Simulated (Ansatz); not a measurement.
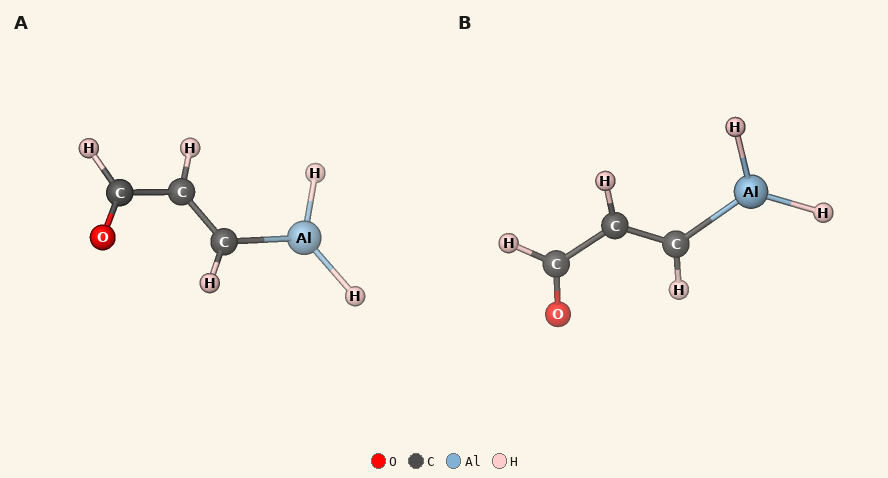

Depth is shown by fading: the farther an atom, the more it takes the colour of the background. Computed geometry: PBE0-D4/def2-TZVP optimisation.

**Are A and B the same structure? If not, how do they differ?**

Yes. They are the same structure, C3H5AlO (O=C/C=[CH]/[AlH2]), seen from two directions. With point group Cs it is achiral, so its mirror image would be the same too.
